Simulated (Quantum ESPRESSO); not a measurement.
The Y L₃ edge of atom 1 in YS (Fm-3m), with 6 S at 2.74 Å (octahedral, site symmetry m-3m), was computed in 2 ways: excited-electron core hole (neutral cell) and no core hole. Program and functional: Quantum ESPRESSO XSpectra, LDA, Lorentzian half width 0.75 eV up to 4 eV, rising linearly to 1.75 eV at 25 eV (not a setting of the program: the run's 0.4 eV curve was folded afterwards with a further Lorentzian); cells of 2 and 8 atoms (the run without a hole in the smaller).

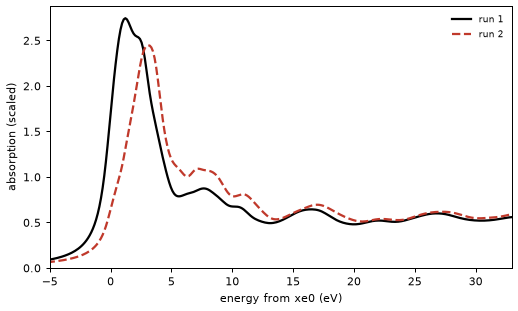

Each run is counted from its own lowest empty level or Fermi level and scaled to a mean of 1 over its first 20 eV.

**Question.** Which run is which?

Run 1: excited-electron core hole (neutral cell) (area from −2 to 6 eV 12.5, main maxima 1.2 eV (2.74), 7.6 eV (0.87), 16.4 eV (0.64) and 26.8 eV (0.60)). Run 2: no core hole (area from −2 to 6 eV 10.2, main maxima 3.1 eV (2.45), 7.2 eV (1.09), 17.0 eV (0.70) and 27.2 eV (0.62)). With each curve scaled to its own mean, the area from −2 to 6 eV with the hole is 12.5 against 10.2, and the centre of weight from −1 to 20 eV moves by -1.1 eV: the hole pulls the absorber's empty states down.

[Hosts, paths, dates, database ids (printed as entryN), source tags and the programs' standing remarks are cut or masked in the printed files.]

[Lists of maxima count a maximum above −3 eV only where it reaches 4 % of the highest in the window and stands out from its surroundings by 2 % of it (1.5 % where it reaches 55 %); shoulders and weaker maxima are passed over, and of the rest the first, up to two pre-edge ones and the few strongest are named.]
